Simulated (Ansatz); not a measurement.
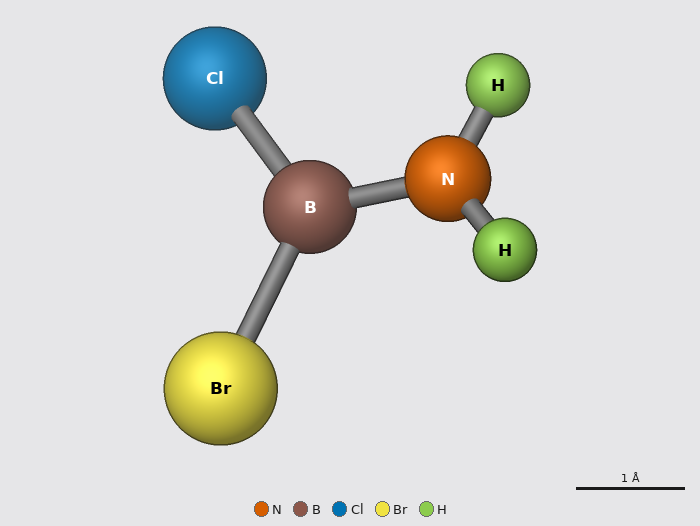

The picture shows a molecular structure as a ball-and-stick model.

The geometry was computed by an optimisation with PBE0-D4/def2-TZVP.

What does the picture show?

The molecule is BBrClH2N. As SMILES it reads `NB(Cl)Br`. It has no ring. The point group is Cs. All atoms lie on one plane. Coordination: 1 N trigonal planar; 1 B trigonal planar.

The parts below concern this one geometry. Atoms keep their numbers from picture to picture.

**Vibrations**

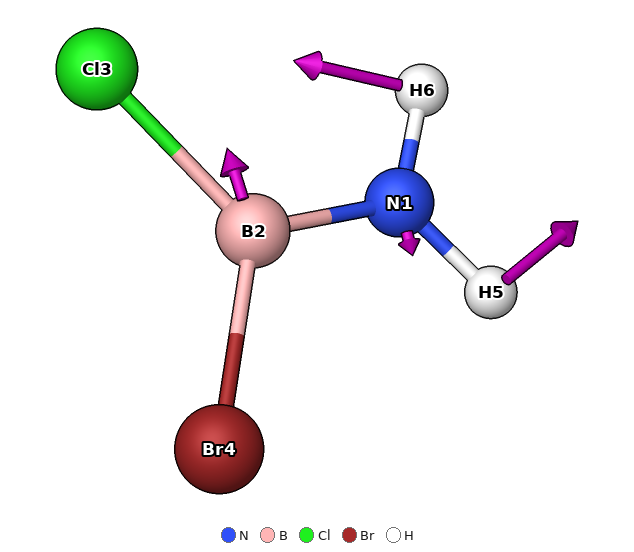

The arrows show one normal mode. Harmonic vibrations computed with RKS PBE0-D4/def2-TZVP (Ansatz 0.2.0) at a stationary point of the same level.

> Estimate its harmonic wavenumber.

1069 cm⁻¹; it is mode 8 of 12 counted from the lowest.

**Dipole moment**

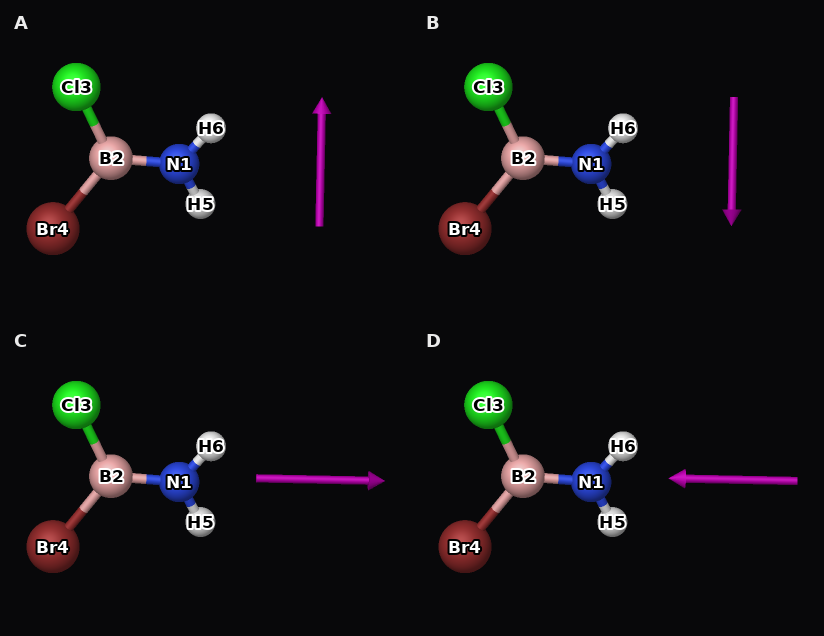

The same molecule four times, each with an arrow. Properties computed with RKS r2SCAN-D4/def2-TZVPP (Ansatz 0.2.0).

> Which arrow points along the dipole moment, from the negative to the positive end?

C. The dipole moment is 2.84 D; it points from the side of Br4 to the side of H5, H6 (the outermost atoms at the two ends).

**Charges**

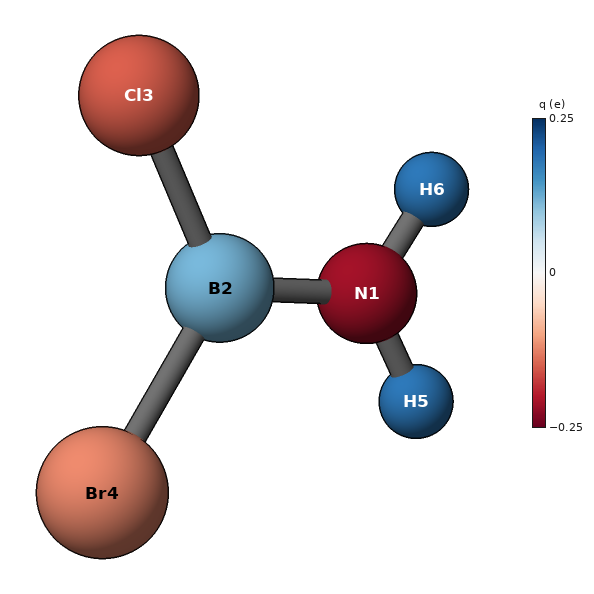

Atoms are coloured by their Mulliken charges. Properties computed with RKS PBE-D4/def2-TZVPP (Ansatz 0.2.0).

Give the Mulliken charges atom by atom.

| atom | value (e) |
| --- | --- |
| N1 | −0.21 |
| B2 | 0.12 |
| Cl3 | −0.15 |
| Br4 | −0.12 |
| H5 | 0.18 |
| H6 | 0.18 |

Mulliken values depend strongly on the basis set and can even reverse the polarity of a bond.
